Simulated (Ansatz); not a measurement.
## Electronic structure of C₂H₈AlNO in real space

Input file:

```
crystal:
  periodic: [false, false, false]
  atoms:
    - { symbol: Al, position_ang: [0.2012, -0.5667, -0.2321] }
    - { symbol: O, position_ang: [1.4451, 0.8837, -1.2836] }
    - { symbol: "N", position_ang: [-0.5202, 0.9194, 0.279] }
    - { symbol: C, position_ang: [-1.2753, 1.6729, 1.2516] }
    - { symbol: H, position_ang: [0.5346, 1.2784, -0.4706] }
    - { symbol: C, position_ang: [0.631, -2.5012, -0.4575] }
    - { symbol: H, position_ang: [1.28, 1.3083, -2.1234] }
    - { symbol: H, position_ang: [-1.8277, 2.4745, 0.7466] }
    - { symbol: H, position_ang: [-2.0048, 1.0488, 1.7756] }
    - { symbol: H, position_ang: [-0.6293, 2.1346, 2.007] }
    - { symbol: H, position_ang: [1.0212, -2.9219, 0.4751] }
    - { symbol: H, position_ang: [-0.2496, -3.088, -0.7366] }
    - { symbol: H, position_ang: [1.3938, -2.6428, -1.2309] }
magnetization:
  spin_polarized: true
basis:
  gaussian: { orbitals: def2-SVP }
hamiltonian:
  xc: pbe
relax:
  f_tol: 0.15
  max_steps: 25
  restrain:
    - { distance: [4, 1], at: 2.27, k: 30.0 }
    - { distance: [0, 1], at: 1.87, k: 30.0 }
    - { distance: [4, 2], at: 1.02, k: 30.0 }
output:
  orbitals: {}
```

Launched as:

```sh
ansatz run input.yaml --threads 4 --pin off --max-ram 5120MiB --backend cpu --events-out ev --progress --plain --runs-dir out
```

The fields are those of the run's last geometry, not of the input's.

Not at a stationary point (largest force 1.6 eV/Å).

The calculation used Ansatz, UKS PBE/def2-SVP.

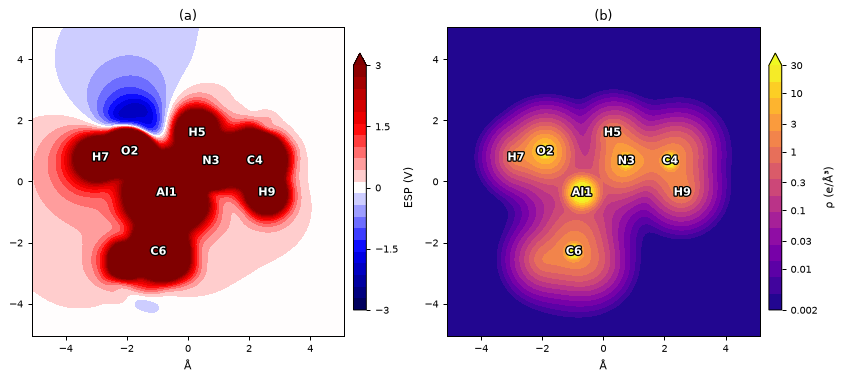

Figure 1. (a) electrostatic potential; (b) electron density on the plane of atoms O2, Al1 and C6.

**What do the fields say about this system?**

Atoms in the plane: Al, O, N, C and H.
C–N (1.44 Å): ρ at the midpoint is about 1.9 e/Å³.
Al–N (1.77 Å): the density is about 0.8 e/Å³ at the midpoint.
Al–O (1.82 Å): the density is about 0.67 e/Å³ at the midpoint.
C–Al (1.96 Å): ρ is about 0.7 e/Å³ halfway.
O–H (0.97 Å): ρ at the midpoint is about 3.5 e/Å³.
Outside the dense part of the molecule the potential is most negative (−2.1 V) near O2.

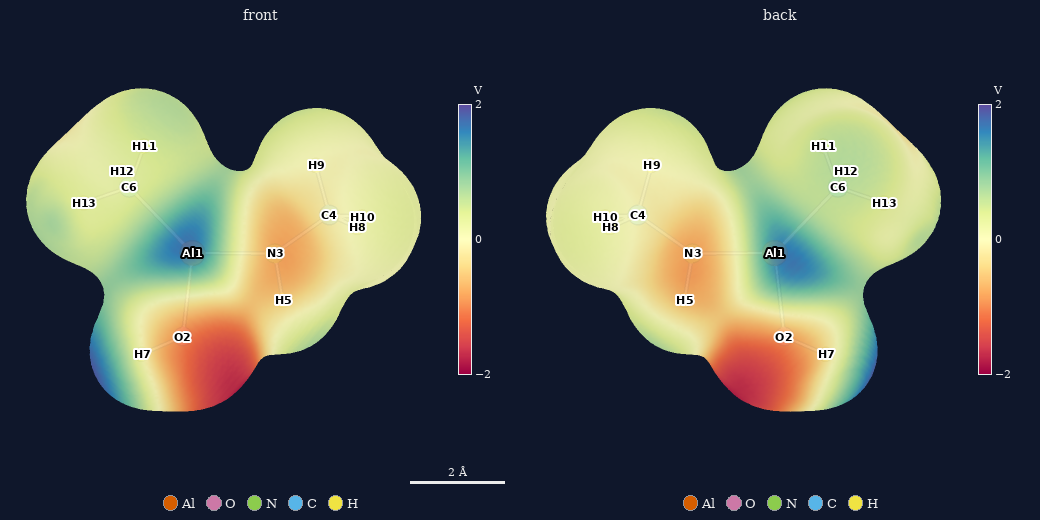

Figure 2. The electrostatic potential painted on the density surface at 0.002 e/bohr³, seen from the front and from behind; the colour scale runs from red (negative) to blue (positive).

**Where is the surface potential most negative and most positive?**

The most negative region (about −1.7 V, or −39 kcal/mol for a unit charge) lies over O2, the most positive (about +1.8 V, or +42 kcal/mol for a unit charge) over H7. O2 is the likeliest acceptor of a hydrogen bond.

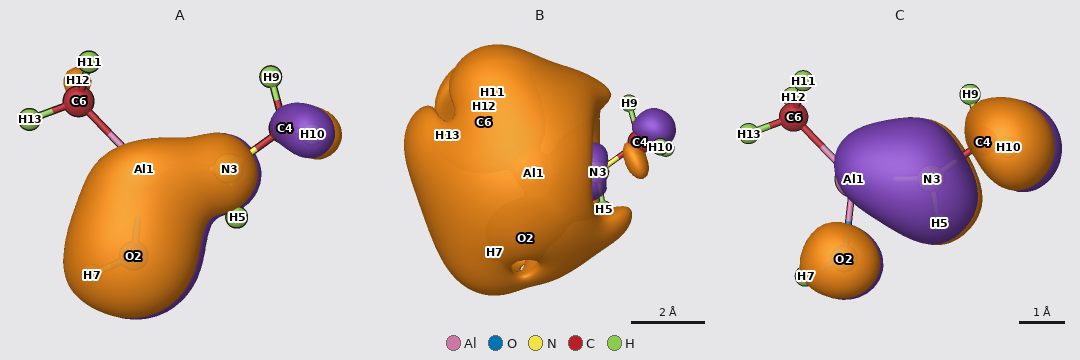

Figure 3. Three frontier orbitals at ±0.05 Å⁻³ᐟ² (orange and purple are the two phases), in no order.

**Which picture is the HOMO−1, the HOMO and the LUMO?**

A is the HOMO−1 (−6.43 eV). It lies mainly on O2 (about 75 %); largely a lone pair of O2. C is the HOMO (−4.81 eV). Its weight (Hirshfeld) is mainly on N3 (about 55 %), O2 (about 10 %) and C4 (about 10 %). B is the LUMO (−0.52 eV). Its weight (Hirshfeld) is mainly on Al1 (about 45 %), C6 (about 15 %), O2 (about 10 %) and H7 (about 5 %).

**What is the HOMO–LUMO gap?**

4.29 eV between the orbital energies.

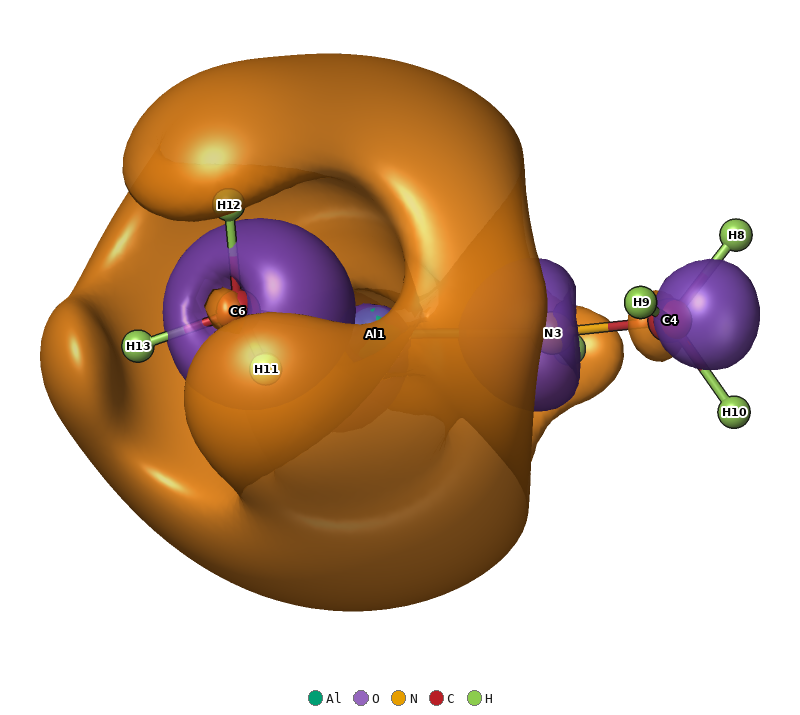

Figure 4. The LUMO at ±0.06 Å⁻³ᐟ² (orange and purple are the two phases), seen from one side.

**What is the character of this orbital?**

Its weight (Hirshfeld) is mainly on Al1 (about 45 %), C6 (about 15 %), O2 (about 10 %) and H7 (about 5 %). Its energy is −0.52 eV.
